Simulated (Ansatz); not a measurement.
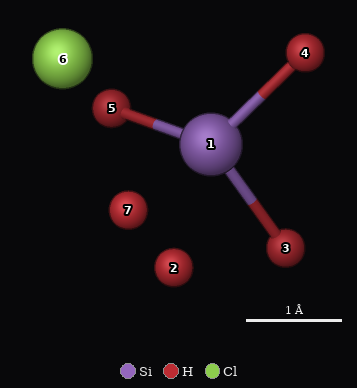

*The input geometry (ball-and-stick view, seen at a tilt; atoms are numbered from 1 in the order of the input).*

## Frequency calculation of SiH5Cl

System: SiH5Cl.
Method: RKS B3LYP-D4/6-31G* (Ansatz 0.2.0).

It belongs to a series of runs on one base structure; here: vibrations at the highest image of the band. Figures and captions count atoms from 1; the log counts them from 0 in places.

### Output
```
Engine: ansatz 0.2.0, x86_64-unknown-linux-gnu
Functional definition: B3LYP
  parameter a0 = 0.2
  parameter ax = 0.72
  parameter ac = 0.81
  exchange = (1 - a0 - ax)*slater_x + ax*b88_x + a0*exact_x
  correlation = (1 - ac)*vwn_rpa_c + ac*lyp_c
530 factors; integrals over basis functions are off by at most 8.0e-4 eV
mean field evaluation 1: about -20478.6963 eV, gradient 1.6e1 eV
mean field evaluation 2: about -20477.8761 eV, gradient 2.3e1 eV
mean field evaluation 4: about -20479.5444 eV, gradient 3.9e-1 eV
mean field evaluation 8: about -20479.5540 eV, gradient 9.3e-3 eV
mean field -20479.55396547 eV, -752.6097266906 hartree, gradient 7.3e-5 eV, S^2 0.000000; 0 other end points of the search recorded, 0 dependent functions left out
the calculation of the forces begins
reference -20479.55418785 eV, -752.6097348630 hartree; 18, 18 occupied and 30, 30 virtual orbitals, 530 factors
these checks for a lower state are left out or cut short: stability, starts, cluster_reference, orbital_swaps, neighbouring_geometries, increment
530 factors; integrals over basis functions are off by at most 8.0e-4 eV
mean field evaluation 16: about -20479.5539 eV, gradient 8.8e-2 eV
mean field -20479.55390003 eV, -752.6097242858 hartree, gradient 2.1e-6 eV, S^2 0.000000; 0 other end points of the search recorded, 0 dependent functions left out
[... from here on the field's lines of each further geometry are left out, up to the last ...]
the calculation of the forces begins
reference -20479.55413956 eV, -752.6097330885 hartree; 18, 18 occupied and 30, 30 virtual orbitals, 530 factors
these checks for a lower state are left out or cut short: stability, starts, cluster_reference, orbital_swaps, neighbouring_geometries, increment
530 factors; integrals over basis functions are off by at most 8.0e-4 eV
mean field -20479.55398376 eV, -752.6097273631 hartree, gradient 5.9e-7 eV, S^2 0.000000; 0 other end points of the search recorded, 0 dependent functions left out
the calculation of the forces begins
reference -20479.55420616 eV, -752.6097355360 hartree; 18, 18 occupied and 30, 30 virtual orbitals, 530 factors
WARN: phonons: modes at or below zero, which the zero-point energy, F, S and C_V leave out: 1, the lowest at -998.45 cm⁻¹. A minimum has none, and a first-order saddle one
Total energy: -20479.73101788 eV, -752.6162332467 hartree
Atom 0 at    -0.176892     0.000000    -0.059026 Å, force    -0.010890    -0.000023    -0.008150 eV/Å
Atom 1 at     0.046808     0.000002     1.647758 Å, force    -0.002459     0.000003     0.009926 eV/Å
Atom 2 at     1.319272    -0.000001    -0.016781 Å, force    -0.006994     0.000001    -0.002907 eV/Å
Atom 3 at    -0.564069     1.288777    -0.655571 Å, force     0.008674     0.007848     0.004886 eV/Å
Atom 4 at    -0.564069    -1.288777    -0.655574 Å, force     0.008679    -0.007828     0.004894 eV/Å
Atom 5 at    -2.486820    -0.000003     1.050061 Å, force    -0.004998     0.000001     0.003790 eV/Å
Atom 6 at    -0.832928     0.000002     1.678332 Å, force     0.007988    -0.000003    -0.012438 eV/Å
Dipole moment:     0.757420     0.000002    -0.173463 e Å
Vibrations: -998.45 88.75 335.52 604.37 626.43 855.96 922.53 980.74 1048.33 1051.66 1446.22 2191.83 2302.46 2349.34 2451.49 cm⁻¹, zero-point energy 1.069713 eV
```

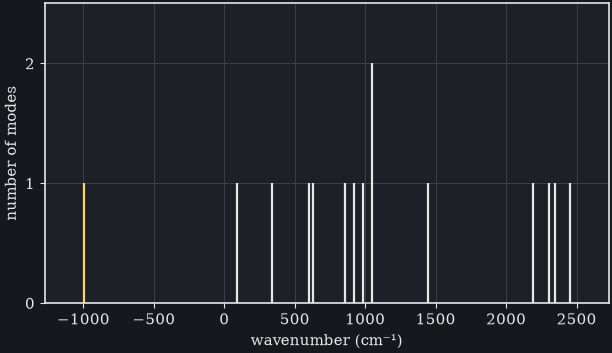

*Harmonic vibrational wavenumbers from the force constants; neighbouring modes closer than 16 cm⁻¹ are counted in one stick, and imaginary ones are drawn at negative wavenumbers.*

15 modes from 998i to 2451 cm⁻¹, 1 imaginary beyond 8i (998i cm⁻¹): a first-order saddle point, if the geometry is stationary.

The run was set up as follows.

### Input file
```yaml
crystal:
  periodic: [false, false, false]
  atoms:
    - { symbol: Si, position_ang: [-0.176892, 0.0, -0.059026] }
    - { symbol: H, position_ang: [0.046808, 2.0e-06, 1.647758] }
    - { symbol: H, position_ang: [1.319272, -1.0e-06, -0.016781] }
    - { symbol: H, position_ang: [-0.564069, 1.288777, -0.655571] }
    - { symbol: H, position_ang: [-0.564069, -1.288777, -0.655574] }
    - { symbol: Cl, position_ang: [-2.48682, -3.0e-06, 1.050061] }
    - { symbol: H, position_ang: [-0.832928, 2.0e-06, 1.678332] }
basis:
  gaussian: { orbitals: "6-31G*" }
hamiltonian:
  xc: b3lyp
  dispersion: d4
phonons: {}
```

Launched with:
```bash
ansatz run input.yaml --threads 1 --pin off --max-ram 2048MiB --backend cpu --events-out ev --progress --plain --runs-dir out
```

### Key numbers

| quantity | value |
| --- | --- |
| outcome | converged |
| total energy | −20479.7310 eV |
| mean-field energy | −20479.5542 eV |
| largest force (length of the vector) | 0.015 eV/Å |
| hardware | 1 thread of Intel Xeon (Granite Rapids), 32 GiB of memory available, shared host |
| wall time | 26 s |
| peak memory | 0.12 GiB |
